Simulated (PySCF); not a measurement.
# C3H4FN (SMILES FC1=CCN1): levels of theory compared

Wanted: a comparison of 6 runs (HF/def2-SVP, B3LYP/6-31G*, B3LYP/cc-pVDZ, PBE0/def2-SVP, TPSS/6-311G**, PBE/def2-TZVP) of C3H4FN. 

The calculation is run with PySCF 2.14.0.

### Step 1. The molecule

The species is C3H4FN (9 atoms), meant as a singlet with charge 0. As SMILES, `FC1=CCN1`. The coordinates come from a PBE0-D4/def2-TZVP relaxation.

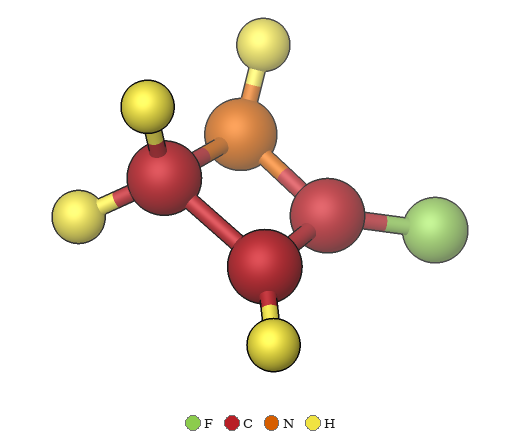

Viewed from a chosen angle; fluorine green, carbon red, nitrogen orange, hydrogen yellow.

### Step 2. Energy and forces at HF/def2-SVP (run 1)

File start.xyz:

```xyz
9

F      1.074100     1.340400     1.583300
C      0.534800     0.590000     0.650300
C      0.975100    -0.222700    -0.310100
C     -0.478000    -0.458100    -0.654900
N     -0.837800     0.551700     0.397600
H      1.920400    -0.469500    -0.760200
H     -0.865700    -1.453500    -0.427700
H     -0.805100    -0.135800    -1.645100
H     -1.429100     0.211100     1.149900
```

File run.py:

```python
# FC1=CCN1
import pyscf.grad
from pyscf import gto

mol = gto.M(
    atom='start.xyz',
    max_memory=1860,
    basis='def2-svp',
    spin=0,
    charge=0,
    verbose=3,
)

myscf = mol.RHF()
myscf.conv_tol = 1e-10
myscf.kernel()
if not myscf.converged:
    myscf = myscf.newton().run(myscf.mo_coeff, myscf.mo_occ)

e_final = myscf.e_tot
print('Final energy', e_final)
grad = myscf.Gradients().kernel()
dip = myscf.dip_moment()
pop, q = myscf.mulliken_pop()
```

Started as:

```
OMP_NUM_THREADS=1 python run.py
```

Log:

```text
converged SCF energy = -269.53077498301
Final energy -269.53077498301
[... 8 lines left out ...]
Dipole moment(X, Y, Z, Debye): -0.76180, -1.83928, -0.45425
[... 100 lines left out ...]
charge of    8H =      0.14584
```

Run time: 5.4 s. Hardware: 1 thread of Intel Xeon Platinum 8488C (Sapphire Rapids), shared host; peak memory 0.18 GiB.

### Step 3. Energy and gradient at B3LYP/6-31G(d) (Cartesian functions) (run 2)

File input.py:

```python
# FC1=CCN1
from pyscf import gto, dft

molecule = gto.M(
    atom='''
F      1.074100     1.340400     1.583300
C      0.534800     0.590000     0.650300
C      0.975100    -0.222700    -0.310100
C     -0.478000    -0.458100    -0.654900
N     -0.837800     0.551700     0.397600
H      1.920400    -0.469500    -0.760200
H     -0.865700    -1.453500    -0.427700
H     -0.805100    -0.135800    -1.645100
H     -1.429100     0.211100     1.149900
''',
    basis='6-31g*',
    verbose=4,
    cart=True,
    max_memory=1860,
)

mf = dft.RKS(molecule)
mf.xc = 'b3lyp'
mf.grids.level = 5
mf.conv_tol = 1e-10
mf.kernel()
if not mf.converged:
    mf = mf.newton().run(mf.mo_coeff, mf.mo_occ)

e_final = mf.e_tot
print('Final energy', e_final)
grad = mf.nuc_grad_method().kernel()
dip = mf.dip_moment()
pop, q = mf.mulliken_pop()
```

Started as:

```
OMP_NUM_THREADS=1 python input.py
```

Log:

```text
PySCF version 2.14.0

[... 80 lines left out ...]
converged SCF energy = -271.236867268311
Final energy -271.23686726831113
[... 12 lines left out ...]
Dipole moment(X, Y, Z, Debye): -0.67949, -1.54835, -0.15006
[... 93 lines left out ...]
charge of    8H =      0.31015
```

Run time: 22 s. Hardware: 1 thread of Intel Xeon Platinum 8488C (Sapphire Rapids), shared host; peak memory 0.84 GiB.

Runs 3 to 4 aren't shown in full; the table further down has their settings and results.

### Step 4. Energy and gradient at TPSS/6-311G(d,p) (run 5)

File input.py:

```python
from pyscf import gto, dft

molecule = gto.M(
    atom='''
F      2.029755     2.532989     2.992003
C      1.010626     1.114938     1.228889
C      1.842672    -0.420842    -0.586004
C     -0.903289    -0.865684    -1.237582
N     -1.583213     1.042562     0.751355
H      3.629030    -0.887226    -1.436570
H     -1.635936    -2.746717    -0.808236
H     -1.521419    -0.256625    -3.108788
H     -2.700608     0.398921     2.172996
''',
    unit='bohr',
    max_memory=1860,
    basis='6-311g**',
    spin=0,
    verbose=4,
)

mf = dft.RKS(molecule)
mf.xc = 'tpss'
mf.conv_tol = 1e-10
mf.grids.level = 5
mf.kernel()
if not mf.converged:
    mf = mf.newton().run(mf.mo_coeff, mf.mo_occ)

energy = mf.e_tot
print(f'total energy: {energy:.8f} hartree')
grad = mf.nuc_grad_method().kernel()
dip = mf.dip_moment()
pop, q = mf.mulliken_pop()
```

Started as:

```
OMP_NUM_THREADS=1 python input.py
```

Log:

```text
PySCF version 2.14.0

[... 80 lines left out ...]
converged SCF energy = -271.355690089114
total energy: -271.35569009 hartree
[... 12 lines left out ...]
Dipole moment(X, Y, Z, Debye): -0.82484, -1.51309, -0.24172
[... 124 lines left out ...]
charge of    8H =      0.20255
```

Wall time 54 s (1 thread of Intel Xeon Platinum 8488C (Sapphire Rapids), shared host); peak memory 1.2 GiB.

### Step 5. Energy and forces at PBE/def2-TZVP (run 6)

File run.py:

```python
# FC1=CCN1
from pyscf import gto, dft

system = gto.Mole()
system.atom = '''
F    1.074100   1.340400   1.583300
C    0.534800   0.590000   0.650300
C    0.975100  -0.222700  -0.310100
C   -0.478000  -0.458100  -0.654900
N   -0.837800   0.551700   0.397600
H    1.920400  -0.469500  -0.760200
H   -0.865700  -1.453500  -0.427700
H   -0.805100  -0.135800  -1.645100
H   -1.429100   0.211100   1.149900
'''
system.basis = 'def2-tzvp'
system.max_memory = 1860
system.spin = 0
system.verbose = 4
system.build()

mf = dft.RKS(system)
mf.xc = 'pbe'
mf.conv_tol = 1e-10
mf.grids.level = 5
mf.kernel()
if not mf.converged:
    mf = mf.newton().run(mf.mo_coeff, mf.mo_occ)

e_tot = mf.e_tot
print(f'total energy: {e_tot:.8f} hartree')
grad = mf.nuc_grad_method().kernel()
mf.analyze()
```

Started as:

```
OMP_NUM_THREADS=1 python run.py
```

Log:

```text
PySCF version 2.14.0

[... 109 lines left out ...]
MO #3   energy= -9.98631716797494  occ= 2
[... 21 lines left out ...]
MO #25  energy= 0.0808816045222313 occ= 0
[... 21 lines left out ...]
MO #47  energy= 0.530798980433698  occ= 0
[... 21 lines left out ...]
MO #69  energy= 1.28185614749554   occ= 0
[... 21 lines left out ...]
MO #91  energy= 2.0733176153099    occ= 0
[... 21 lines left out ...]
MO #113 energy= 2.85307872982037   occ= 0
[... 21 lines left out ...]
MO #135 energy= 3.75069536644077   occ= 0
[... 21 lines left out ...]
MO #157 energy= 5.09032301251398   occ= 0
[... 21 lines left out ...]
MO #179 energy= 56.7785775235107   occ= 0
[... 191 lines left out ...]
Dipole moment(X, Y, Z, Debye): -0.83686, -1.48771, -0.28211
```

It took 90 s on 1 thread of Intel Xeon Platinum 8488C (Sapphire Rapids), shared host; peak memory 2.5 GiB.

### Step 6. Overview of the runs

| run | level | Cartesian functions | integration grid | energy (Eh) | dipole moment (D) | HOMO energy (eV) | LUMO energy (eV) | wall time |
| --- | --- | --- | --- | --- | --- | --- | --- | --- |
| 1 | HF/def2-SVP | no | – | -269.530775 | 2.04 | -9.26 | 4.92 | 5.4 s |
| 2 | B3LYP/6-31G* (Cartesian functions) | yes | 5 | -271.236867 | 1.70 | -5.90 | 1.29 | 22 s |
| 3 | B3LYP/cc-pVDZ | no | 5 | -271.255974 | 1.64 | -6.01 | 1.13 | 25 s |
| 4 | PBE0/def2-SVP | no | 5 | -270.751403 | 1.79 | -6.39 | 1.23 | 22 s |
| 5 | TPSS/6-311G** | no | 5 | -271.355690 | 1.74 | -5.19 | 0.35 | 54 s |
| 6 | PBE/def2-TZVP | no | 5 | -271.050980 | 1.73 | -5.29 | 0.01 | 90 s |

### Step 7. Outcome

```
                       quantity          value
            run 6: total energy  -271.05098 Eh
           run 6: dipole moment         1.73 D
             run 6: HOMO energy       -5.29 eV
             run 6: LUMO energy        0.01 eV
           run 6: HOMO–LUMO gap        5.29 eV
run 6: largest force on an atom     0.843 eV/Å
```

The dipole moment (its size) runs from 1.64 D (B3LYP/cc-pVDZ) to 2.04 D (HF/def2-SVP). The two ends differ in method and basis. The HOMO–LUMO gap runs from 5.29 eV (PBE/def2-TZVP) to 14.18 eV (HF/def2-SVP). Totals of different functionals can't be ranked against each other. All runs together took 3.6 min, the longest 90 s.
